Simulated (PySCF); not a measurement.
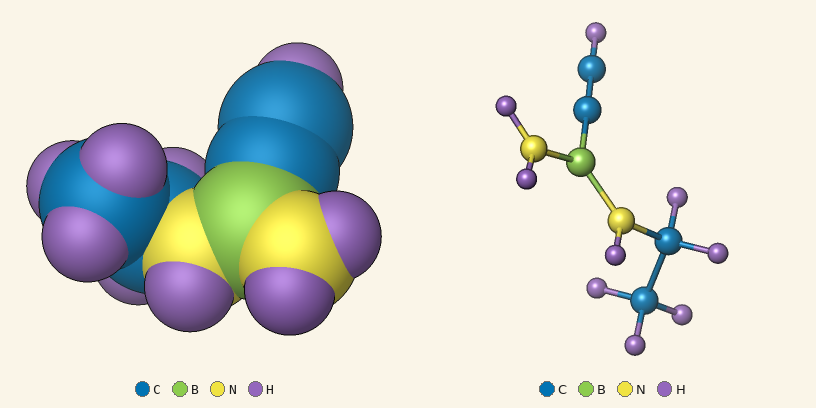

Both panels show the same species.

Computed geometry: PBE0-D3(BJ)/def2-SVP optimisation. No frequency run is at hand to confirm it as a minimum.

Question: Count the atoms of each element.

Answer: C4H9BN2, 16 atoms: 4 carbon, 9 hydrogen, 1 boron and 2 nitrogen.

Question: Name some functional groups or characteristic bonds that it holds.

Answer: Among them: alkyne.

Question: Does it have rings?

Answer: It has no ring.

Question: Give the symmetry (Schoenflies symbol).

Answer: C1.

Question: How many bonds of each kind are drawn?

Answer: 6 C–H, 3 N–H, 2 C–C, 2 B–N, 1 C–B, 1 C–N.

The parts below concern this one geometry. Atoms keep their numbers from picture to picture.

**Shape**

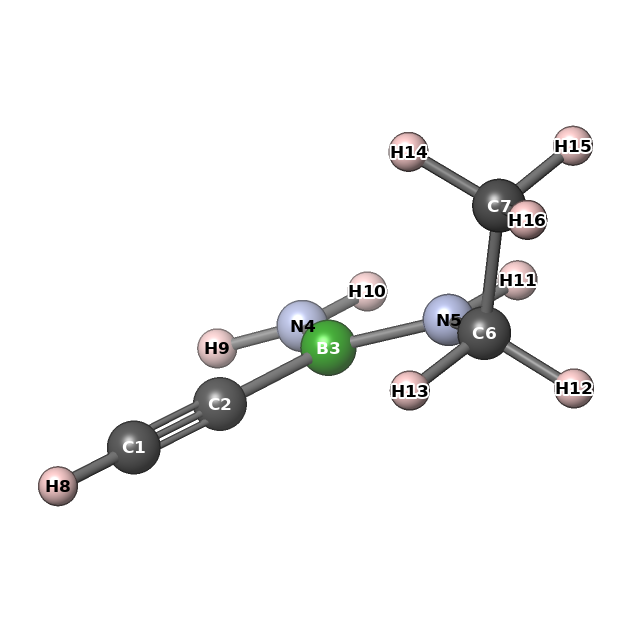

N5 lies behind C6. The molecule seen a little off the C6–N5 bond, C6 in front. Depth is shown by fading: the farther an atom, the more it takes the colour of the background. No frequency run is at hand to confirm it as a minimum.

Question: What is the torsion angle C7–C6–N5–B3? The sign is positive where the front bond must turn clockwise to cover the back bond.

Answer: −108°, anticlinal.

**NMR shielding**

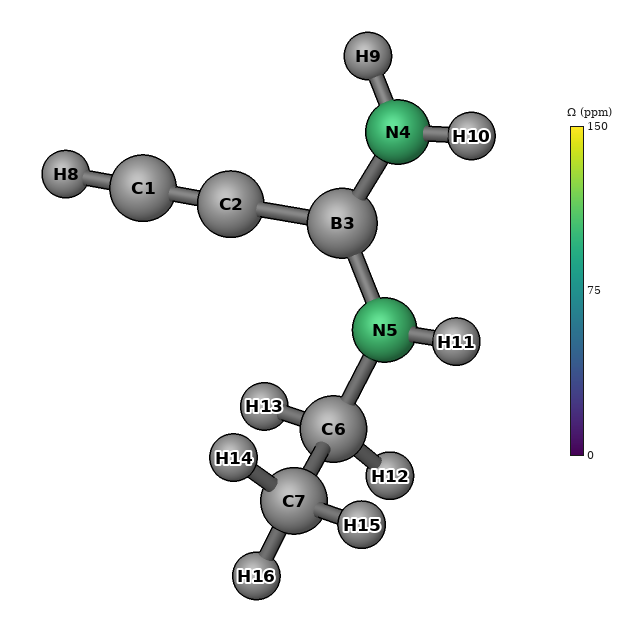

The N atoms are coloured by the span of their shielding tensor. No frequency run is at hand to confirm it as a minimum. Properties computed with GIAO CAM-B3LYP/pcSseg-1 NMR shielding, non-relativistic, gas phase (PySCF 2.14.0). Principal shieldings σ11 ≤ σ22 ≤ σ33, span Ω = σ33 − σ11, skew κ = 3(σiso − σ22)/Ω.

Give the shielding tensors of the N atoms.

| atom | σ11 | σ22 | σ33 | σiso | Ω | κ |
| --- | --- | --- | --- | --- | --- | --- |
| N4 | 146.0 | 202.8 | 249.6 | 199.5 | 103.6 | −0.10 |
| N5 | 104.2 | 188.2 | 209.1 | 167.2 | 104.9 | −0.60 |

Shieldings and span in ppm.

**Excitation**

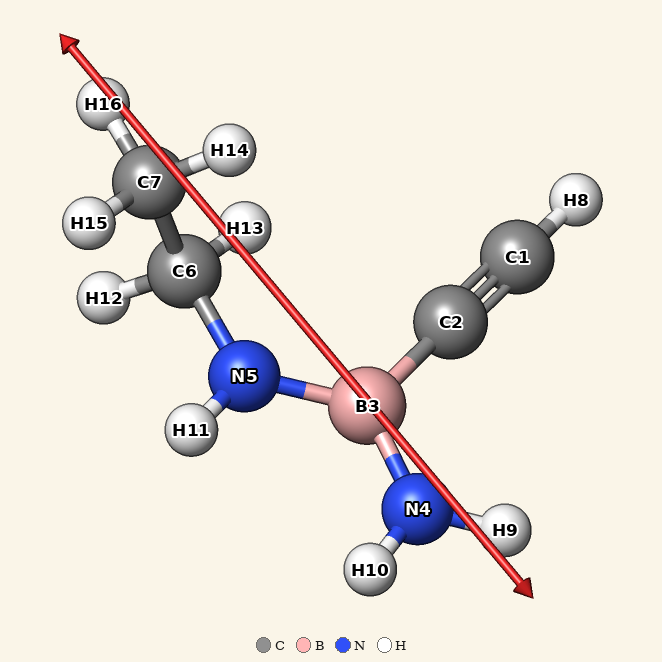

The double arrow shows the direction of the transition dipole to excited singlet state 4 (its length means nothing). No frequency run is at hand to confirm it as a minimum. Level of theory: TDDFT ωB97X-D/def2-SVPD, vertical, gas phase, core orbitals frozen in the response (PySCF 2.14.0).

Question: How is the transition polarised?

Answer: Close to the long direction N4···C7.

Question: Where does the transition lie, and how strong is it?

Answer: 6.45 eV (192 nm), oscillator strength 0.12, mainly HOMO → LUMO+1 (weight 0.54); transition dipole 2.17 D.

**Levels of theory compared**

No frequency run is at hand to confirm it as a minimum. Program: PySCF 2.14.0.

At this fixed geometry, give HOMO energy (eV) at these levels: B3LYP/pcJ-1; CAM-B3LYP/pcSseg-1; PBE0/pcSseg-1; ωB97X-D/def2-SVPD.

```csv
level,HOMO energy (eV)
B3LYP/pcJ-1,−6.30
CAM-B3LYP/pcSseg-1,−7.93
PBE0/pcSseg-1,−6.56
ωB97X-D/def2-SVPD,−8.55
```

**Polarisability**

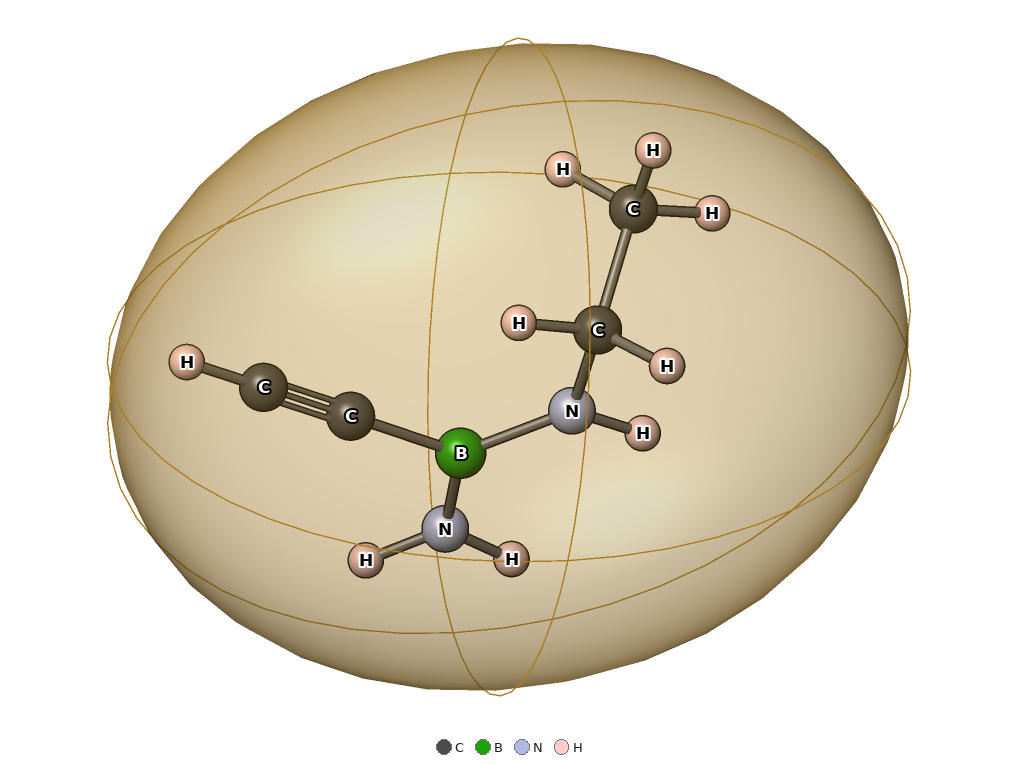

The ellipsoid shows the static dipole polarisability: its half-axes are proportional to the principal values. No frequency run is at hand to confirm it as a minimum. Computed with ωB97X-D/def2-SVPD (PySCF 2.14.0).

Question: Give the principal values, the mean and the anisotropy.

Answer: Principal values 60.7, 84.3, 91.6 bohr³; mean 78.9 bohr³ (11.69 Å³); anisotropy 28.1 bohr³, so the longest axis is 1.51 times the shortest.
